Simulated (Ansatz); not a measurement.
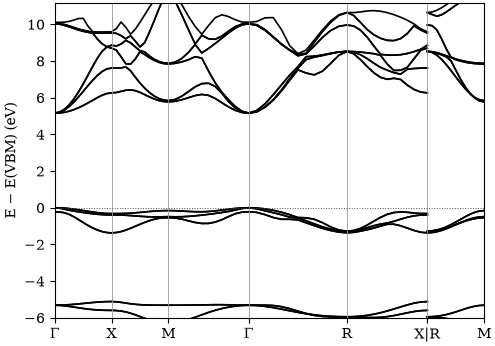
Band structure from plane-wave PAW PBEsol with spin–orbit coupling (Ansatz code)

Problem. Read off the gap and where the band edges lie.

Solution. About 5.2 eV (5.15 eV by a search for the band edges); maximum at Γ, minimum at Γ.

The material is CsCl (CsCl type, space group No. 221).

Space group Pm-3m (CsCl type). The PBEsol relaxation kept the symmetry of its start.

Potentials: the later of the program's two PAW sets.
